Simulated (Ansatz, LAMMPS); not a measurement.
# Squeezing and shearing glassy 71P2O5-6Al2O3-18BaO-6Fe2O3 (mol %) (100 atoms): runs compared

How stiff is glassy 71P2O5-6Al2O3-18BaO-6Fe2O3 (mol %) (100 atoms), and how do its levels respond to strain?

Computed with Ansatz 0.2.0: Kohn-Sham DFT, PBEsol, PAW (set soft_2), plane waves.

### Step 1. The cell as built

The cell holds 100 atoms: 24 P, 2 Al, 3 Ba, 2 Fe and 69 O. Cell: a = 11.202 Å, b = 11.202 Å, c = 11.202 Å, α = 90.0°, β = 90.0°, γ = 90.0°. 100 atoms (24 P, 2 Al, 3 Ba, 2 Fe, 69 O) placed at random at 2.81 g/cm³, melted at 4000 K for 10 ps at fixed volume with the Morse and Coulomb pair potential with partial charges (Pedone, Malavasi, Menziani, Cormack and Segre, J. Phys. Chem. B 110, 11780 (2006)). Quenched from 4000 K to 300 K at 10 K/ps and fixed volume, held 10 ps at zero pressure, then minimised at fixed cell.

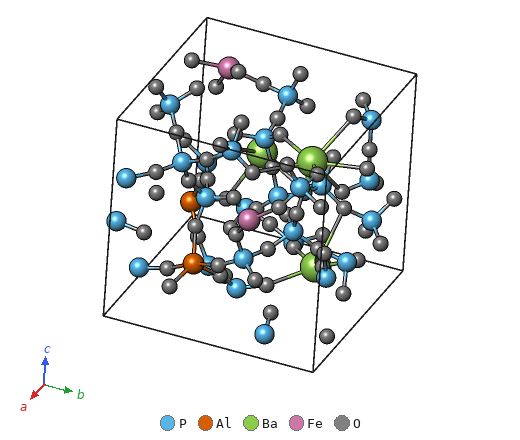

The cell as built. Bonds to atoms that aren't drawn are left out. Some periodic images of atoms are drawn too.

What the set-up can't give: The quench rate of 10 K/ps far exceeds what a furnace or splat quench reaches, so expect more defects and frozen-in strain than in a real sample. The starting topology of bonds comes from the classical model, and needn't be the one that DFT or experiment would give. Without a Hubbard term or exact exchange, open shells on Fe are likely too delocalised. Only the Γ point is sampled. The levels lack spin–orbit coupling, which is large for the heavy elements here.

### Step 2. The reference run

The reference is a single point at the end of the relaxation.

Every strained cell starts from the geometry of this run, and its atoms are relaxed with the cell held.

Its input, with most atom lines left out:

```yaml
crystal:
  lattice:
    - [11.25637, -0.12919, 0.24363]
    - [-0.12919, 11.35466, -0.01622]
    - [0.24363, -0.01622, 10.70017]
  atoms:
    - { symbol: P, position: [0.09409, 0.5408, 0.05311] }
    - { symbol: P, position: [0.58879, 0.42988, 0.05247] }
    - { symbol: P, position: [0.40704, 0.21854, 0.01726] }
    - { symbol: P, position: [0.58965, 0.0862, 0.87793] }
    - { symbol: P, position: [0.83408, 0.56475, 0.37152] }
    - { symbol: P, position: [0.27764, 0.91864, 0.8755] }
    - { symbol: P, position: [0.93286, 0.75269, 0.09326] }
    [... atom lines 8 to 100 left out ...]
magnetization:
  spin_polarized: true
kpoints:
  mp_grid: { grid: [1, 1, 1] }
hamiltonian:
  xc: pbesol
scf:
  occupations: { method: fermi_dirac, width: 0.025 }
  lower_state_search: "off"
output:
  forces: true
  stress: true
  populations: true
  dos:
    method: { smearing: { sigma: 0.08 } }
    de: 0.1
    projected: { site_lists: { Al: [Al], Ba: [Ba], Fe: [Fe], O: [O], P: [P] } }
  eigenvalues: true
  write_density: true
  write_potential: true
  volumetric_format: npy
```

* free energy per atom: -840.3626 eV/atom
* r.m.s. force component: 0.01218 eV/Å
* pressure: 0.01208 GPa
* total moment: -10 μB

Filled and empty levels are parted by 1.10 eV (at Γ alone); a semilocal functional tends to put such gaps too low. In a disordered cell it changes from sample to sample, and tail or defect levels can set it.

### Step 3. The runs

Each row is one run, on 8 threads of Arm Neoverse V1, shared host. The free energy is the program's total, comparable only between runs with the same functional, potentials and atoms.

```
                                 run  atoms    outcome  ionic steps, all passes  free energy (eV)     time  host memory (GiB)
           Single point at the start    100  converged                        -        -84025.246     42 s                3.2
              Cell and atoms relaxed    100  converged                       28        -84036.259  9.5 min                3.3
Single point at the relaxed geometry    100  converged                        -        -84036.259     53 s                3.2
                         Volume -3 %    100  converged                       12        -84036.153  4.9 min                3.1
                         Volume +3 %    100  converged                       10        -84036.146  4.2 min                3.3
                         Volume -6 %    100  converged                       51        -84036.208   19 min                3.1
                         Volume +6 %    100  converged                       10        -84035.809  4.1 min                3.4
                        Volume -10 %    100  converged                       40        -84035.005   14 min                3.0
            Stretched by 1 % along x    100  converged                        8        -84036.234  3.2 min                3.2
           Compressed by 1 % along x    100  converged                        6        -84036.234  2.6 min                3.2
                Sheared by 2 % in xy    100  converged                        8        -84036.227  3.4 min                3.2
```

In some runs the program notes that the SCF threshold is loose for the stress.

### Step 4. Pressure against volume

Atoms are relaxed at each volume, in the scaled cell.

```
volume change (%)  volume (Å³/atom)  energy change (meV/atom)  pressure (GPa)  largest move on relaxing (Å)  bonds  gap (eV)
              -10            12.301                     12.54            3.12                          0.91    138               0.975
               -6            12.848                      0.51            1.64                          1.03    138               0.822
               -3            13.258                      1.06            1.03                          0.15    134                1.15
               +0            13.668                      0.00            0.01                             -    134                1.10
               +3            14.078                      1.13           -0.90                          0.22    133                1.05
               +6            14.488                      4.50           -1.72                          0.38    133               0.987
```

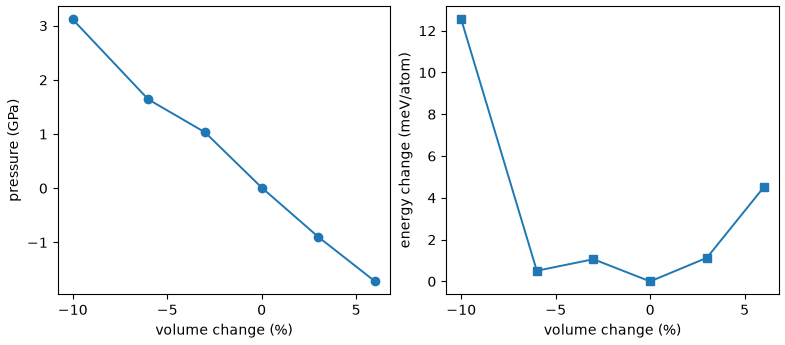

Pressure and energy against volume.

### Step 5. Uniaxial strain and shear

Stress (GPa, compression positive) less that of the relaxed cell, atoms relaxed:

```
                   strain      xx      yy      zz      xy  energy change (meV/atom)
 stretched by 1 % along x  -0.585  -0.159  -0.329  -0.072                      0.25
compressed by 1 % along x   0.634   0.210   0.102   0.025                      0.24
     sheared by 2 % in xy  -0.097  -0.088  -0.114  -0.443                      0.32
```

### Step 6. Outcome

The bulk modulus, from the slope of pressure against ln V over the three points nearest the relaxed volume, is 32.2 GPa; between neighbouring points the slope runs 34, 19, 33, 31 and 29 GPa from the smallest volume up, without a steady fall, so no pressure derivative is given. The count of bonds runs from 133 to 138 over the series, so at some points contacts cross the cutoffs. At -10 % and -6 % some atom moved by over 0.5 Å on relaxing, so those points may sit in another local minimum. At -6 % the energy lies below that of a less strained cell, so the structure found a lower minimum there. The gap goes from 0.975 eV at the smallest volume to 0.987 eV at the largest, not monotonically (lowest 0.822, highest 1.15 eV), on the run's k-points. In the Cartesian axes of the cell, finite differences give C11 = 61.0, C12 = 18.4, C13 = 21.6 and C66 = 22.1 GPa (the shear of 2 % is the engineering strain, εxy = 0.01). The mean of C11, C12 and C13, which equals the bulk modulus in a cubic or isotropic solid, is 33.6 GPa: it agrees with the bulk modulus within 10 %. For an isotropic solid C66 would equal (C11 − C12)/2 = 21.3 GPa; so small a sample needn't be isotropic, and C66 rests on one shear. With the bulk modulus and C66 as K and G, Young's modulus would be about 54 GPa and Poisson's ratio 0.22.

**Limits.** Strains are finite and relaxations stop at the force tolerance of the input, which can leave moduli too stiff; they are those of a static cell at zero temperature. Volumes are changed with the cell's shape held, so in an anisotropic solid the modulus lies over the one under free hydrostatic load. The program notes that the SCF threshold of the relaxations is loose for the stress. In the spin-polarised runs the search for a state of lower energy was switched off. The run was spin polarised, started with 2 parallel moments, ending at -10.0 μB in the cell; that starting order needn't be the real material's, and it bears on forces, charges and levels. With open d shells in the cell, the gap can be one between d levels of these ions, not the gap of the host.

The DFT runs together took 66 min of wall time.

[Logs are printed without paths, hosts, clocks, repeated set-up lines and the standing remarks that a program may print on its own settings, such as how far it seeks lower states.]

[Hosts, paths, dates, database ids (printed as entryN), source tags and the programs' standing remarks are cut or masked in the printed files.]
